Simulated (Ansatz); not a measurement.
## ScW, from a guessed structure to a relaxed one

This structure for ScW is made up. Its elements were placed in a known structure type with a cell scaled to their sizes. What cell does the guess relax to, and how far off was it?

Calculated with Ansatz 0.2.0; DFT, PBEsol, plane-wave PAW, files of the set soft_1, scalar-relativistic, no spin, cell and ions relaxed at zero pressure; PAW set soft_1, in the first sound run; inputs show where later runs differ.

**1. Starting point**

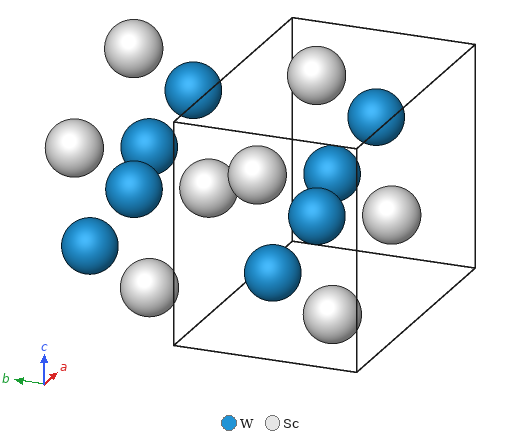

The cell as given, from a free direction (tungsten blue, scandium white). 1×2×1 cells are drawn.

Structure file:

```cif
data_structure
_symmetry_space_group_name_H-M 'P 1'
_symmetry_Int_Tables_number 1
_cell_length_a 7.0930
_cell_length_b 4.4720
_cell_length_c 5.4230
_cell_angle_alpha 90.000
_cell_angle_beta 90.000
_cell_angle_gamma 90.000
_cell_volume 172.02
loop_
_atom_site_label
_atom_site_type_symbol
_atom_site_fract_x
_atom_site_fract_y
_atom_site_fract_z
_atom_site_occupancy
W1 W 0.94940 0.75000 0.35470 1
W2 W 0.44940 0.75000 0.14530 1
W3 W 0.05060 0.25000 0.64530 1
W4 W 0.55060 0.25000 0.85470 1
Sc5 Sc 0.81880 0.75000 0.85580 1
Sc6 Sc 0.31880 0.75000 0.64420 1
Sc7 Sc 0.18120 0.25000 0.14420 1
Sc8 Sc 0.68120 0.25000 0.35580 1
```

**2. Relaxation of the guess**

The guess takes its coordinates from another compound and its volume from a rule, so the cell and any free coordinates are relaxed together.

Input file input.yaml:

```yaml
crystal:
  lattice:
    - [7.093, 0.0, 0.0]
    - [0.0, 4.472, 0.0]
    - [0.0, 0.0, 5.423]
  atoms:
    - { symbol: W, position: [0.9494, 0.75, 0.3547] }
    - { symbol: W, position: [0.4494, 0.75, 0.1453] }
    - { symbol: W, position: [0.0506, 0.25, 0.6453] }
    - { symbol: W, position: [0.5506, 0.25, 0.8547] }
    - { symbol: Sc, position: [0.8188, 0.75, 0.8558] }
    - { symbol: Sc, position: [0.3188, 0.75, 0.6442] }
    - { symbol: Sc, position: [0.1812, 0.25, 0.1442] }
    - { symbol: Sc, position: [0.6812, 0.25, 0.3558] }
kpoints:
  mp_grid: { grid: [4, 6, 5] }
scf:
  occupations: { method: fermi_dirac, width: 0.05 }
hamiltonian:
  xc: pbesol
  pseudopotentials: { kind: paw, azcp: { folder: soft_1 }, xc_functional: pbe }
relax:
  f_tol: 0.015
  max_steps: 70
  cell: {}
output:
  forces: true
  stress: true
```

On the command line:

```sh
$ ansatz run input.yaml --threads 4 --pin off --max-ram 10240MiB --backend cpu --events-out ev --progress --plain --runs-dir out
```

Numbers of over 12 decimals in the logs are rounded to 6 here.

Output:

```text
Engine: ansatz 0.2.0, aarch64-unknown-linux-gnu
Pseudopotentials: kind: paw
Pseudopotential: W, paw, valence charge 14, recommended cutoff 420 eV (normal), soft_1/W.paw.azcp
Pseudopotential: Sc, paw, valence charge 11, recommended cutoff 420 eV (normal), soft_1/Sc.paw.azcp
Functional definition: PBEsol
  exchange = pbesol_x
  correlation = pbesol_c
Crystal: 8 atoms, lattice volume = 172.017 Å³
Basis set: ecut = 420 eV, 3355 PW (Γ), exchange–correlation on 96×60×80 points (8 copies of the dense FFT grid, shifted against one another)
Bands: 60, of which v1, the nominal top of the filled ones, is band 50 counted from 1 (49 counted from 0)
Symmetry: 8 space group operations
Space group: Pnma (ITA 62), of the structure as read, at distance tolerance 5.6e-5 Å
k-points: 36 of 120
Non-local potential: W, projectors of the file, l = 0: 3, l = 1: 2, l = 2: 2, l = 3: 1
Non-local potential: Sc, projectors of the file, l = 0: 3, l = 1: 2, l = 2: 3, l = 3: 1
PAW form: soft (Blöchl's): semilocal exchange-correlation on the pseudo side does not see the compensation charge
PAW frozen core: W, regenerated for the run's functional, and the local potential with it (the file was generated under x = pbe(κ = 0.804, μ = 0.219515), c = pbe(β = 0.066725))
PAW frozen core: Sc, regenerated for the run's functional, and the local potential with it (the file was generated under x = pbe(κ = 0.804, μ = 0.219515), c = pbe(β = 0.066725))
PAW one-centre angular grid: W, 590 points (default); XC on 64 Gauss nodes
PAW one-centre angular grid: Sc, 590 points (default); XC on 64 Gauss nodes
Initial density: superposition of atomic densities (chi_scale 0.1, normalization cell, long waves kept (reshape's long-wave potential 0.00 eV rms))
Initial wavefunctions: pseudopotential atomic-orbital guess
Functional: x = pbesol(κ = 0.804, μ = 0.123457), c = pbesol(β = 0.046)
SCF iter   1: F=—  HF=-49476.728560 eV  |F-HF|=—  |Δ(HF+E_count)|=         —  Δρ=1.13e-1  dr2=4.66e1  ethr=3.10e-3  ⟨swp⟩=6.8  Hψ=7991  notcnv=0
preconditioner: auto → Kerker (q_TF=auto, 2.492 Å⁻¹)  [metal: Δε(μ)=0.003 eV  Ē_g=2.801 eV  σ=0.050 eV  W_gap=0.01  n_scr=42 (ndim 8)  ℏωp=17.0 eV  f_vac=0.000  D(μ)=12.50/eV (n_scr^D=134)]
SCF iter   2: F=—  HF=-49470.942932 eV  |F-HF|=—  |Δ(HF+E_count)|=    5.79e0  Δρ=4.49e-2  dr2=7.03e0  ethr=3.10e-3  ⟨swp⟩=4.8  Hψ=5449  notcnv=0
SCF iter   3: F=—  HF=-49469.737050 eV  |F-HF|=—  |Δ(HF+E_count)|=    1.21e0  Δρ=7.59e-3  dr2=1.45e-1  ethr=3.10e-3  ⟨swp⟩=3.5  Hψ=3699  notcnv=0
SCF iter   4: F=—  HF=-49469.720797 eV  |F-HF|=—  |Δ(HF+E_count)|=   1.63e-2  Δρ=2.28e-3  dr2=1.02e-2  ethr=1.45e-4  ⟨swp⟩=3.2  Hψ=3534  notcnv=0  defer=1
SCF iter   5: F=—  HF=-49469.718907 eV  |F-HF|=—  |Δ(HF+E_count)|=   1.89e-3  Δρ=5.04e-4  dr2=5.88e-4  ethr=1.02e-5  ⟨swp⟩=2.0  Hψ=2812  notcnv=0
SCF iter   6: F=—  HF=-49469.718784 eV  |F-HF|=—  |Δ(HF+E_count)|=   1.22e-4  Δρ=1.44e-4  dr2=7.70e-5  ethr=5.88e-7  ⟨swp⟩=2.0  Hψ=2813  notcnv=0
SCF iter   7: F=—  HF=-49469.718794 eV  |F-HF|=—  |Δ(HF+E_count)|=   9.63e-6  Δρ=2.65e-5  dr2=1.66e-6  ethr=7.70e-8  ⟨swp⟩=2.0  Hψ=2750  notcnv=0
SCF iter   8: F=-49469.718794 eV  HF=-49469.718794 eV  |F-HF|=1.35e-8  |Δ(HF+E_count)|=   2.60e-7  Δρ=5.58e-6  dr2=4.67e-8  ethr=1.00e-10  ⟨swp⟩=4.8  Hψ=6725  notcnv=0
SCF 1 converged in 8 iterations: F = -49469.718794 eV  dr2 = 4.67e-8
  greatest PAW one-centre occupation: 0.999 electrons in one spin orbital (limit 2), on the W atom at site 3 (counted from 0), in its partial waves of l = 0
relax step   1: F+E_penalty+E_count = -49469.71879379 eV  Δ(F+E_penalty+E_count) = +0.000e0 eV  max|allowed force component| = 2.041e0 eV/Å  Δτ_max = 0.0000 Å  P = -12.805 GPa  Ω = 172.017 Å³  (8 SCF iters, dr2 threshold 1.00e-7 eV, accepted)
Crystal: 8 atoms, lattice volume = 155.813 Å³
Basis set: ecut = 420 eV, 3053 PW (Γ), exchange–correlation on 96×60×80 points (8 copies of the dense FFT grid, shifted against one another)
Initial density: handed on by an earlier stage of this run
Initial wavefunctions: those handed on with the density
iter 1 solved again at ethr=4.68e-4 eV; its pass at ethr=3.10e-3 eV (dr2=4.68e-1 eV) is discarded
SCF iter   1: F=—  HF=-49471.523073 eV  |F-HF|=—  |Δ(HF+E_count)|=         —  Δρ=1.75e-2  dr2=4.76e-1  ethr=4.68e-4  ⟨swp⟩=1.0  Hψ=10628  notcnv=0
preconditioner: auto → Kerker (q_TF=auto, 2.534 Å⁻¹)  [metal: Δε(μ)=0.029 eV  Ē_g=3.384 eV  σ=0.050 eV  W_gap=0.14  n_scr=38 (ndim 8)  ℏωp=17.8 eV  f_vac=0.000  D(μ)=7.42/eV (n_scr^D=66)]
SCF iter   2: F=—  HF=-49471.434431 eV  |F-HF|=—  |Δ(HF+E_count)|=   8.86e-2  Δρ=9.94e-3  dr2=1.75e-1  ethr=4.68e-4  ⟨swp⟩=1.7  Hψ=2242  notcnv=0
SCF iter   3: F=—  HF=-49471.387308 eV  |F-HF|=—  |Δ(HF+E_count)|=   4.71e-2  Δρ=1.28e-3  dr2=2.74e-3  ethr=1.75e-4  ⟨swp⟩=2.1  Hψ=3115  notcnv=0
SCF iter   4: F=—  HF=-49471.386841 eV  |F-HF|=—  |Δ(HF+E_count)|=   4.68e-4  Δρ=2.72e-4  dr2=1.74e-4  ethr=2.74e-6  ⟨swp⟩=2.0  Hψ=2824  notcnv=0
SCF iter   5: F=—  HF=-49471.386897 eV  |F-HF|=—  |Δ(HF+E_count)|=   5.61e-5  Δρ=6.35e-5  dr2=6.65e-6  ethr=1.74e-7  ⟨swp⟩=2.0  Hψ=2747  notcnv=0
SCF iter   6: F=-49471.386896 eV  HF=-49471.386896 eV  |F-HF|=7.42e-8  |Δ(HF+E_count)|=   6.42e-7  Δρ=1.48e-5  dr2=3.17e-7  ethr=8.00e-10  ⟨swp⟩=4.0  Hψ=6582  notcnv=0
SCF 2 converged in 6 iterations: F = -49471.386896 eV  dr2 = 3.17e-7
  greatest PAW one-centre occupation: 0.999 electrons in one spin orbital (limit 2), on the W atom at site 2 (counted from 0), in its partial waves of l = 0
relax step   2: F+E_penalty+E_count = -49471.38689593 eV  Δ(F+E_penalty+E_count) = -1.668e0 eV  max|allowed force component| = 9.684e-1 eV/Å  Δτ_max = 0.1950 Å  P = +3.494 GPa  Ω = 155.813 Å³  energy of the carried Pulay correction = +2.484e-3 eV  (6 SCF iters, dr2 threshold 8.00e-7 eV, accepted)
Crystal: 8 atoms, lattice volume = 156.831 Å³
Basis set: ecut = 420 eV, 3065 PW (Γ), exchange–correlation on 96×60×80 points (8 copies of the dense FFT grid, shifted against one another)
iter 1 solved again at ethr=5.50e-4 eV; its pass at ethr=3.10e-3 eV (dr2=5.50e-1 eV) is discarded
SCF iter   1: F=—  HF=-49471.959903 eV  |F-HF|=—  |Δ(HF+E_count)|=         —  Δρ=1.29e-2  dr2=5.47e-1  ethr=5.50e-4  ⟨swp⟩=1.0  Hψ=10792  notcnv=0
preconditioner: auto → Kerker (q_TF=auto, 2.531 Å⁻¹)  [metal: Δε(μ)=0.019 eV  Ē_g=3.252 eV  σ=0.050 eV  W_gap=0.09  n_scr=42 (ndim 8)  ℏωp=17.8 eV  f_vac=0.000  D(μ)=7.41/eV (n_scr^D=66)]
SCF iter   2: F=—  HF=-49471.879658 eV  |F-HF|=—  |Δ(HF+E_count)|=   8.02e-2  Δρ=6.91e-3  dr2=1.56e-1  ethr=5.47e-4  ⟨swp⟩=2.0  Hψ=2441  notcnv=0
[...]
relax step  14: F+E_penalty+E_count = -49474.17889449 eV  Δ(F+E_penalty+E_count) = -1.936e-3 eV  max|allowed force component| = 5.214e-3 eV/Å  Δτ_max = 0.0317 Å  P = -0.021 GPa  Ω = 142.695 Å³  energy of the carried Pulay correction = +4.683e-3 eV  (6 SCF iters, dr2 threshold 2.07e-7 eV, accepted)
relax step  15: F+E_penalty+E_count = -49474.17896566 eV  Δ(F+E_penalty+E_count) = -7.116e-5 eV  max|allowed force component| = 4.318e-3 eV/Å  Δτ_max = 0.0070 Å  P = +0.011 GPa  Ω = 142.674 Å³  energy of the carried Pulay correction = +4.686e-3 eV  (6 SCF iters, dr2 threshold 8.48e-9 eV, accepted)
relax step  16: F+E_penalty+E_count = -49474.21532438 eV  Δ(F+E_penalty+E_count) = -3.636e-2 eV  max|allowed force component| = 6.474e-3 eV/Å  Δτ_max = 0.0000 Å  P = +0.410 GPa  Ω = 142.674 Å³  stress off target by 1.15e0 GPa  SCF on the basis re-selected at this cell (its energy is not comparable with the rows above)  (6 SCF iters)
relax step  17: F+E_penalty+E_count = -49474.22078848 eV  Δ(F+E_penalty+E_count) = -5.464e-3 eV  max|allowed force component| = 4.472e-3 eV/Å  Δτ_max = 0.0092 Å  P = +0.072 GPa  Ω = 143.145 Å³  energy of the carried Pulay correction = -9.474e-5 eV  (6 SCF iters, dr2 threshold 8.00e-7 eV, accepted)
relax step  18: F+E_penalty+E_count = -49474.22099046 eV  Δ(F+E_penalty+E_count) = -2.020e-4 eV  max|allowed force component| = 2.887e-3 eV/Å  Δτ_max = 0.0093 Å  P = +0.009 GPa  Ω = 143.278 Å³  energy of the carried Pulay correction = -1.219e-4 eV  (6 SCF iters, dr2 threshold 1.46e-7 eV, accepted)
Basis set: ecut = 420 eV, 2813 PW (Γ), exchange–correlation on 72×60×96 points (8 copies of the dense FFT grid, shifted against one another)
iter 1 solved again at ethr=2.17e-7 eV; its pass at ethr=3.10e-3 eV (dr2=2.17e-4 eV) is discarded
SCF iter   1: F=—  HF=-49474.221015 eV  |F-HF|=—  |Δ(HF+E_count)|=         —  Δρ=3.98e-5  dr2=9.87e-8  ethr=2.17e-7  ⟨swp⟩=3.1  Hψ=12887  notcnv=0
eigensolver tolerance schedule: the retry pair's looser diagonalisation over-reported the residual by 2194.45 of it (diagonalisation noise at 0.18 of the residual, at the tolerance the schedule requests for it); recorded, not acted on — ethr = c·dr2/N_el stays at c = 1.0e-1
preconditioner: auto → Kerker (q_TF=auto, 2.570 Å⁻¹)  [metal: Δε(μ)=0.015 eV  Ē_g=3.492 eV  σ=0.050 eV  W_gap=0.07  n_scr=36 (ndim 8)  ℏωp=18.6 eV  f_vac=0.000  D(μ)=6.34/eV (n_scr^D=52)]
SCF iter   2: F=—  HF=-49474.221110 eV  |F-HF|=—  |Δ(HF+E_count)|=   9.47e-5  Δρ=2.04e-5  dr2=2.60e-8  ethr=9.87e-11  ⟨swp⟩=2.2  Hψ=3659  notcnv=0
SCF iter   3: F=—  HF=-49474.221110 eV  |F-HF|=—  |Δ(HF+E_count)|=   4.23e-8  Δρ=5.09e-7  dr2=1.33e-10  ethr=2.60e-11  ⟨swp⟩=2.7  Hψ=3972  notcnv=0
iter 4 did not close the SCF: its close was put off for the readings that it lacked (scf_convergence_deferred on its scf_iter line)
SCF iter   4: F=-49474.221110 eV  HF=-49474.221110 eV  |F-HF|=7.28e-12  |Δ(HF+E_count)|=  7.28e-12  Δρ=1.07e-7  dr2=7.25e-12  ethr=1.00e-12  ⟨swp⟩=1.0  Hψ=2160  notcnv=0
iter 5 did not close the SCF: its close was put off for the readings that it lacked (scf_convergence_deferred on its scf_iter line)
SCF iter   5: F=-49474.221110 eV  HF=-49474.221110 eV  |F-HF|=2.18e-11  |Δ(HF+E_count)|=  1.46e-11  Δρ=1.36e-8  dr2=2.46e-13  ethr=1.00e-12  ⟨swp⟩=1.0  Hψ=2160  notcnv=0
iter 6 did not close the SCF: its close was put off for the readings that it lacked (scf_convergence_deferred on its scf_iter line)
SCF iter   6: F=-49474.221110 eV  HF=-49474.221110 eV  |F-HF|=2.91e-11  |Δ(HF+E_count)|=  2.91e-11  Δρ=3.68e-9  dr2=2.34e-14  ethr=1.00e-12  ⟨swp⟩=1.0  Hψ=2160  notcnv=0
iter 7 did not close the SCF: its close was put off for the readings that it lacked (scf_convergence_deferred on its scf_iter line)
SCF iter   7: F=-49474.221110 eV  HF=-49474.221110 eV  |F-HF|=2.18e-11  |Δ(HF+E_count)|=  1.46e-11  Δρ=9.39e-10  dr2=1.74e-15  ethr=1.00e-12  ⟨swp⟩=1.0  Hψ=2160  notcnv=0
SCF iter   8: F=-49474.221110 eV  HF=-49474.221110 eV  |F-HF|=0.00e0  |Δ(HF+E_count)|=  1.46e-11  Δρ=1.97e-10  dr2=8.03e-17  ethr=1.00e-12  ⟨swp⟩=1.0  Hψ=4464  notcnv=0
SCF 19 converged in 8 iterations: F = -49474.221110 eV  dr2 = 8.03e-17
relax step  19: F+E_penalty+E_count = -49474.22110963 eV  Δ(F+E_penalty+E_count) = -1.192e-4 eV  max|allowed force component| = 2.865e-3 eV/Å  Δτ_max = 0.0000 Å  P = +0.009 GPa  Ω = 143.278 Å³  stress off target by 1.03e-2 GPa  SCF on the basis re-selected at this cell (its energy is not comparable with the rows above)  (8 SCF iters)
basis re-selected at this cell: Δ(F+E_penalty+E_count) = -1.192e-4 eV, ΔP = +0.000 GPa vs the last step (what re-selecting the basis moved, of the pressure what is left beyond the Pulay correction that the steps carried, after the strain that the cell walked since its last selection, with what the two solves' SCF thresholds leave and, on support functions, any second-order correction that the steps lacked; it is no measure of the basis error at this ecutwfc). The dense FFT grid was sized anew with the basis: this SCF ran on 36×30×48 points, the steps before it on 36×30×45, so part of this shift can come from that change (see relax.cell in the input reference). [rest of the remark cut]
SCF converged after 8 iterations
Free energy (F): -49474.221110 eV
Harris-Foulkes:  -49474.221110 eV  (|F-HF|=0.00e0)
Internal energy: -49474.169336 eV  (E = F + TS)
E sigma→0 (E₀):  -49474.195223 eV
Entropy (-TS):   -0.051773 eV (-6.472 meV/atom)
Fermi energy:    15.907272 eV
--- Per-component energies (eV) ---
  E_band       = -1016.507029
  E_kinetic    = 2524.752344
  E_local      = -5552.611503  (includes V_loc(G=0)·N_el)
  E_nonlocal   = 486.156074
  E_hartree    = 2109.882672
  E_xc         = -1404.634258
  E_vxc        = -1345.907601  (∫ρ·V_xc dr)
  E_paw        = -37673.390404  (= ΣΔE_a)
  E_vpaw       = -1348.662457  (= ΣTr[D̂ρ^β])
  E_aug_tail   = 0.000770  (compensation charges beyond the density's cutoff)
  E_ewald      = -9965.728562
  E_core_change = 1.403532  (= ΣΔE_core)
  E_smearing   = -0.051773  (= −TS)
  E_closure    = 0.000000  (closes the sum)
  Σ components = -49474.221110   (vs F -49474.221110, Δ=0.00e0)
--- Forces (eV/Å), atoms counted from 1 ---
  atom   1  W     -0.00068503     0.00000000    -0.00059392
  atom   2  W     -0.00068503     0.00000000     0.00059392
  atom   3  W      0.00068503     0.00000000     0.00059392
  atom   4  W      0.00068503     0.00000000    -0.00059392
  atom   5  Sc     0.00181017     0.00000000     0.00286491
  atom   6  Sc     0.00181017     0.00000000    -0.00286491
  atom   7  Sc    -0.00181017     0.00000000    -0.00286491
  atom   8  Sc    -0.00181017     0.00000000     0.00286491
  max |Σ_I F_I| component: 0.00e0 eV/Å
--- Stress (GPa, compression-positive) ---
        0.010336       0.000000       0.000000
        0.000000       0.008270       0.000000
        0.000000       0.000000       0.008610
  P = ⅓ Tr σ = 0.0091 GPa (0.091 kbar)
--- Relaxed structure (17 steps of the walk, 16 accepted, 2 SCFs on fresh bases) ---
  F+E_penalty+E_count = -49474.22110963 eV   max|allowed force component| = 2.865e-3 eV/Å   (the final SCF, on the basis selected at the relaxed cell)
  cell:  # Å, volume = 143.2775 Å³
    - [4.807877, 0.0, 0.0]
    - [0.0, 4.406841, 0.0]
    - [0.0, 0.0, 6.762344]
  atoms:
    - { symbol: W, position: [0.999907, 0.750000, 0.393073] }
    - { symbol: W, position: [0.499907, 0.750000, 0.106927] }
    - { symbol: W, position: [9.340268880961136e-5, 0.250000, 0.606927] }
    - { symbol: W, position: [0.500093, 0.250000, 0.893073] }
    - { symbol: Sc, position: [0.999586, 0.750000, 0.863445] }
    - { symbol: Sc, position: [0.499586, 0.750000, 0.636555] }
    - { symbol: Sc, position: [0.000413913, 0.250000, 0.136555] }
    - { symbol: Sc, position: [0.500414, 0.250000, 0.363445] }
```

It took 1.8 min on 4 threads of Arm Neoverse V1, shared host; peak memory 0.74 GiB; 6.9 min of CPU time.

The steps of the relaxation:

```
step  energy less that of the first step (eV)  largest force component (eV/Å)  pressure (GPa)  volume (Å³)
   1                                   0.0000                          2.0413          -12.80       172.02
   2                                  -1.6681                          0.9684            3.49       155.81
   3                                  -2.1264                          0.3156           -1.17       156.83
   4                                  -2.5529                          0.2849            0.00       153.50
   5                                  -2.9042                          0.3476            0.91       150.09
   6                                  -3.2234                          0.4765            1.50       147.42
   7                                  -3.6472                          0.6628            1.72       144.74
   8                                  -4.0978                          0.4929            0.05       144.01
   9                                  -4.3443                          0.2454           -0.89       143.21
  10                                  -4.3689                          0.3521           -1.29       143.71
  11                                  -4.3259                          0.8541            5.32       139.10
  12                                  -4.4389                          0.1365           -0.05       142.54
  13                                  -4.4582                          0.0467           -0.26       143.07
  14                                  -4.4601                          0.0052           -0.02       142.70
  15                                  -4.4602                          0.0043            0.01       142.67
 16*                                  -4.4965                          0.0065            0.41       142.67
  17                                  -4.5020                          0.0045            0.07       143.14
  18                                  -4.5022                          0.0029            0.01       143.28
 19*                                  -4.5023                          0.0029            0.01       143.28
```

Relaxation steps marked * repeat the geometry before them on a plane-wave basis chosen anew for their cell, so energy and pressure can jump there. Relaxation step 11 was tried and not accepted.

The run keeps the 8 symmetry operations that it works with, so distortions that break them were not tested.

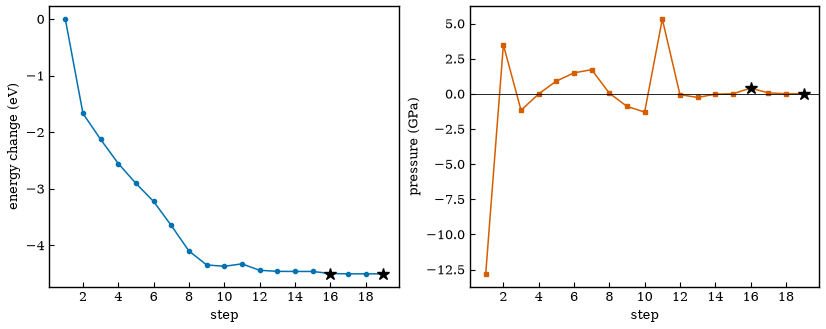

Energy and pressure along the relaxation. Stars mark steps on a basis chosen anew.

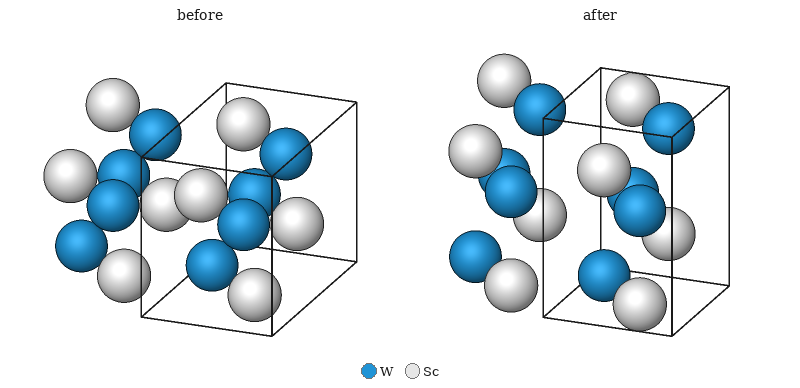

The structure before and after the relaxation, drawn at the same scale.

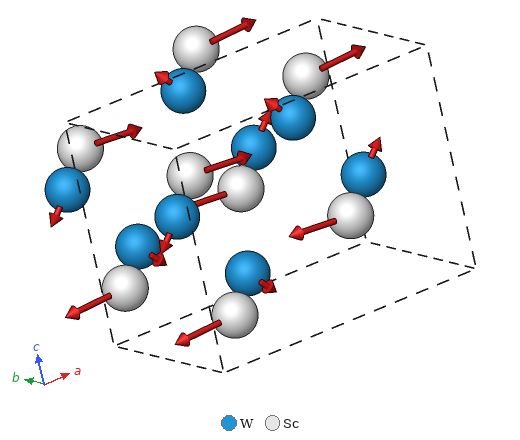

Displacements in the relaxation, exaggerated, measured against the changing cell; the longest in the cell stands for 0.87 Å. 1×2×1 cells are drawn.

```
     cell as run  before  after   change
           a (Å)   7.093  4.808  -32.2 %
           b (Å)   4.472  4.407   -1.5 %
           c (Å)   5.423  6.762  +24.7 %
volume (Å³/atom)   21.50  17.91  -16.7 %
```

The atoms that moved most (Å, as changes of fractional coordinates times the final cell):

```
atom      dx     dy      dz  length
 Sc8  -0.869  0.000   0.052   0.871
 Sc7  -0.869  0.000  -0.052   0.871
 Sc5   0.869  0.000   0.052   0.871
 Sc6   0.869  0.000  -0.052   0.871
  W3  -0.243  0.000  -0.259   0.355
  W1   0.243  0.000   0.259   0.355
  W4  -0.243  0.000   0.259   0.355
  W2   0.243  0.000  -0.259   0.355
```

The relaxed structure:

```cif
data_structure
_symmetry_space_group_name_H-M 'P 1'
_symmetry_Int_Tables_number 1
_cell_length_a 4.8079
_cell_length_b 4.4068
_cell_length_c 6.7623
_cell_angle_alpha 90.000
_cell_angle_beta 90.000
_cell_angle_gamma 90.000
_cell_volume 143.28
loop_
_atom_site_label
_atom_site_type_symbol
_atom_site_fract_x
_atom_site_fract_y
_atom_site_fract_z
_atom_site_occupancy
W1 W 0.99991 0.75000 0.39307 1
W2 W 0.49991 0.75000 0.10693 1
W3 W 0.00009 0.25000 0.60693 1
W4 W 0.50009 0.25000 0.89307 1
Sc5 Sc 0.99959 0.75000 0.86345 1
Sc6 Sc 0.49959 0.75000 0.63655 1
Sc7 Sc 0.00041 0.25000 0.13655 1
Sc8 Sc 0.50041 0.25000 0.36345 1
```

Numbers from this step:

| Property | Result |
| --- | --- |
| free energy | -49474.2211 eV |
| energy at zero smearing | -49474.1952 eV |
| smearing term TS | 0.05177 eV |
| Fermi energy | 15.91 eV |
| electrons | 100 |
| symmetry operations | 8 |
| pressure | 0.009072 GPa |

Shortest distances by pair of elements, guess and relaxed (not always the same contact):

```
 pair  guess (Å)  relaxed (Å)
  W–W      2.828        2.636
 Sc–W      2.860        2.804
Sc–Sc      3.648        2.852
```

The relaxation ends with a largest force component of 0.0029 eV/Å and a pressure of 0.01 GPa.

(Part 1 of 2 ends here.)

[Logs are printed without paths, hosts, clocks, repeated set-up lines and the standing remarks that a program may print on its own settings, such as how far it seeks lower states.]

[Hosts, paths, dates, database ids (printed as entryN), source tags and the programs' standing remarks are cut or masked in the printed files.]
